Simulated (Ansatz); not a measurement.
```xyz
14
Lattice="5.7289 0.0000 0.0000 0.0000 5.7289 0.0000 0.0000 0.0000 8.2978" Properties=species:S:1:pos:R:3 pbc="T T T"
N     0.0000    0.0000    0.0000
N     2.8645    2.8645    4.1489
H     1.1515    1.1515    0.0000
H     1.7129    4.0160    4.1489
H     4.5774    4.5774    0.0000
H     4.0160    1.7129    4.1489
H     0.0000    0.0000    1.6181
H     2.8645    2.8645    5.7670
H     2.8645    2.8645    2.5308
H     0.0000    0.0000    6.6797
Rb    0.0000    2.8645    2.0744
Rb    0.0000    2.8645    6.2233
Rb    2.8645    0.0000    2.0744
Rb    2.8645    0.0000    6.2233
```

Space group P4₂/mnm; built by placing these elements on a known structure type; not relaxed (largest force 1.5 eV/Å); computed pressure about −5 GPa in this cell.

Computed with Ansatz, DFT, PAW plane waves, PBE.

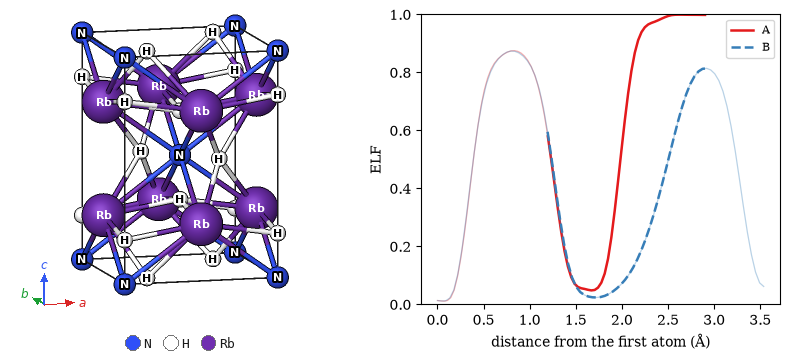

Rb2H4N. ELF along straight lines between neighbouring atoms. Thin, pale parts lie inside the atomic spheres. The structure is drawn too.

Core electrons are frozen (PAW), and the valence fields are smoothed inside the atomic spheres.

> Which curve belongs to which contact (Rb–H and Rb–N)? The first atom named is at distance zero.

Curve A: Rb–H (2.90 Å): the ELF climbs to about 1 towards the hydrogen. Curve B: Rb–N (3.54 Å): the ELF is about 0 at the midpoint (no shared electron pair shows on this line).
